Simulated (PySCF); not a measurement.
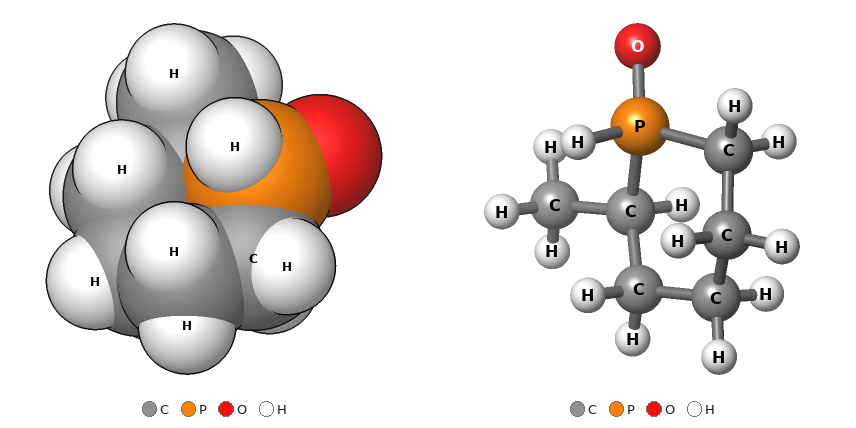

The same structure drawn twice, from different directions.

Give the formula.

Answer. C6H13OP, 21 atoms: 6 carbon, 13 hydrogen, 1 oxygen and 1 phosphorus.

Does it have rings?

Answer. Independent rings (smallest set): 1 of 6 members.

Write the SMILES.

Answer. C[C@@H]1CCCC[P@H]1=O

Give the symmetry (Schoenflies symbol).

Answer. C1.

Count the bonded pairs by element.

Answer. 12 C–H, 5 C–C, 2 C–P, 1 O–P, 1 P–H.

The parts below concern this one geometry. Atoms keep their numbers from picture to picture. The geometry was computed by an optimisation with PBE0-D3(BJ)/def2-SVP. No frequency run is at hand to confirm it as a minimum.

### Geometry

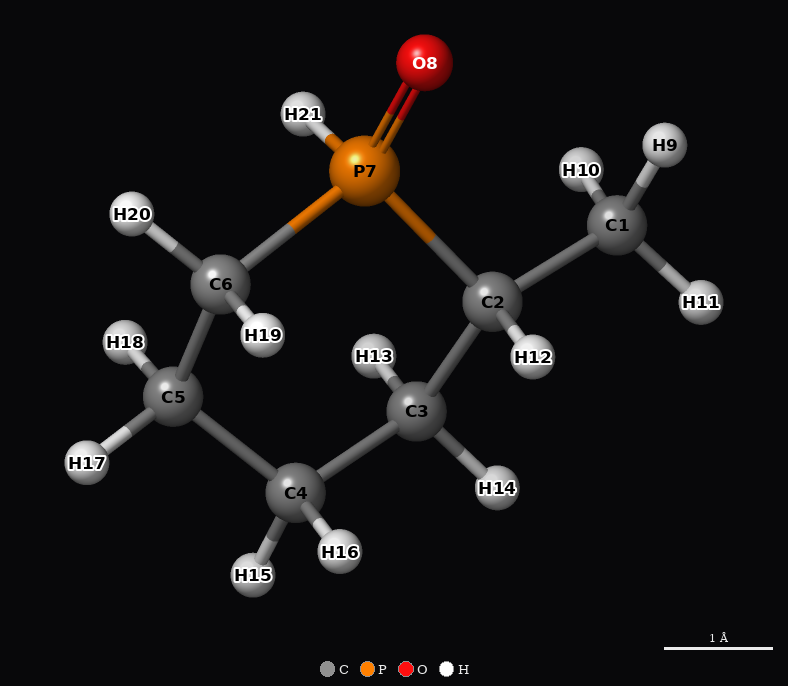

The atoms are numbered. No frequency run is at hand to confirm it as a minimum.

What is the geometry at C4?

Answer. C4 has 4 neighbours (C3 at 1.53, C5 at 1.53, H15 at 1.10, H16 at 1.11 Å); the arrangement is tetrahedral.

How are the neighbours of atom 3 arranged?

Answer. C3 has 4 neighbours (C2 at 1.53, C4 at 1.53, H13 at 1.11, H14 at 1.10 Å); the arrangement is tetrahedral.

What is the geometry at C2?

Answer. C2 has 4 neighbours (C1 at 1.52, C3 at 1.53, P7 at 1.83, H12 at 1.11 Å); the arrangement is tetrahedral.

How are the neighbours of atom 5 arranged?

Answer. C5 has 4 neighbours (C4 at 1.53, C6 at 1.53, H17 at 1.10, H18 at 1.10 Å); the arrangement is tetrahedral.

What is the dihedral angle C5–C6–P7–O8?

Answer. 177° in size, that is anti.

### NMR shielding

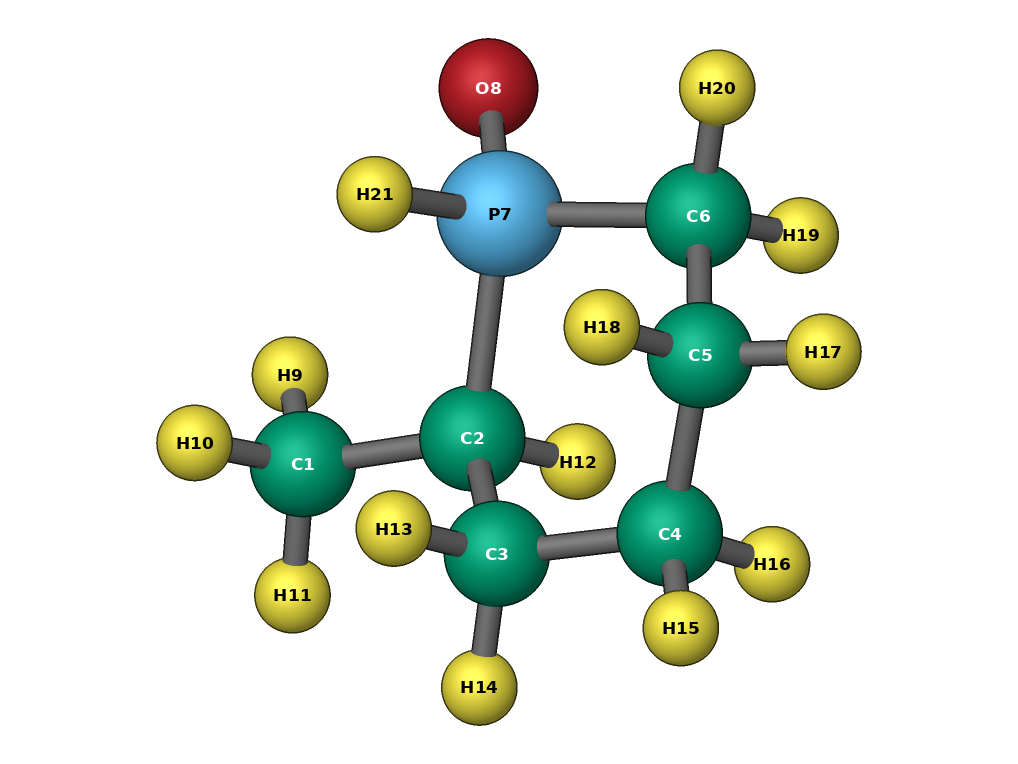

No frequency run is at hand to confirm it as a minimum. Method: GIAO PBE0/pcSseg-1 NMR shielding, non-relativistic, gas phase (PySCF 2.14.0). Principal shieldings σ11 ≤ σ22 ≤ σ33, span Ω = σ33 − σ11, skew κ = 3(σiso − σ22)/Ω.

Which C atom has the most anisotropic shielding?

Answer. C3, with a span of 35 ppm.

Give the shielding tensors of the C atoms.

```json
{"atom": "C1", "σ11": "157.7", "σ22": "161.3", "σ33": "185.9", "σiso": "168.3", "Ω": "28.2", "κ": "0.75"}
{"atom": "C2", "σ11": "139.8", "σ22": "144.3", "σ33": "154.9", "σiso": "146.3", "Ω": "15.1", "κ": "0.40"}
{"atom": "C3", "σ11": "135.8", "σ22": "145.9", "σ33": "171.0", "σiso": "150.9", "Ω": "35.2", "κ": "0.42"}
{"atom": "C4", "σ11": "152.2", "σ22": "156.0", "σ33": "158.4", "σiso": "155.5", "Ω": "6.2", "κ": "−0.22"}
{"atom": "C5", "σ11": "148.8", "σ22": "153.8", "σ33": "175.0", "σiso": "159.2", "Ω": "26.2", "κ": "0.62"}
{"atom": "C6", "σ11": "140.8", "σ22": "150.8", "σ33": "168.3", "σiso": "153.3", "Ω": "27.4", "κ": "0.28"}
```

Shieldings and span in ppm.

### Dipole moment

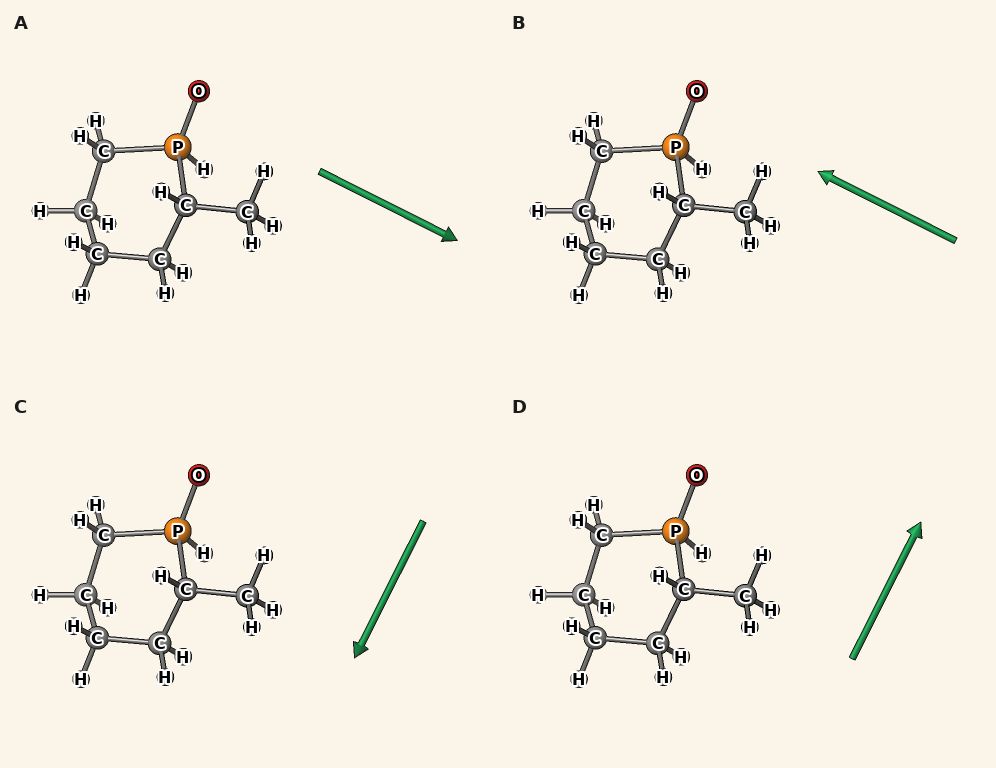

The same molecule four times, each with an arrow. No frequency run is at hand to confirm it as a minimum. Level of theory: PBE0/pcSseg-1, gas phase (PySCF 2.14.0).

Which arrow points along the dipole moment, from the negative to the positive end?

Answer. C. The dipole moment is 4.50 D.

### Electronic properties

No frequency run is at hand to confirm it as a minimum. Level of theory: B3LYP/def2-SVPD, gas phase (PySCF 2.14.0). Excitations: vertical, linear response.

Give the mean static polarisability at this level.

Answer. 95.9 bohr³.

What is the lowest vertical singlet excitation?

Answer. 6.55 eV.

Estimate the HOMO energy (Kohn–Sham orbital).

Answer. −7.19 eV.

Give the brightest of the 10 lowest singlets at this level.

Answer. 7.06 eV.

### Quadrupole coupling

No frequency run is at hand to confirm it as a minimum. Electric field gradients from the ground-state density, PBE0/pcSseg-1 in cyclohexane (IEF-PCM) (PySCF 2.14.0), non-relativistic apart from any core potentials.

Give the largest field-gradient component, the quadrupole coupling constant and the asymmetry for 17O at O8 (Q = −25.6 mb).

```tsv
atom	V_zz (a.u.)	e²qQ/h (MHz)	η
O8	0.985	−5.93	0.03
```
